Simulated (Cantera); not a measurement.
Charge: 1 mol CuO, 1.2 mol H2, 0.056 mol H2O, at 1.30 mbar.

Method: chemical equilibrium by Gibbs-energy minimisation in Cantera with the NASA 1993 tables (ideal gas, pure condensed phases). Candidate condensed phases: Cu, CuO, Cu(OH)2, Cu2O, H2O; 12 gas species. Rates play no part.

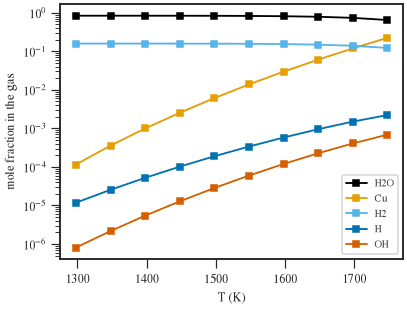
Figure: Equilibrium gas composition (values under 1e-9 drawn at 1e-9)

Q: Read off the mole fractions at 1598 K.

A: H2O about 0.82, H2 about 0.15, Cu about 0.030, H about 0.00058, OH about 0.00012.
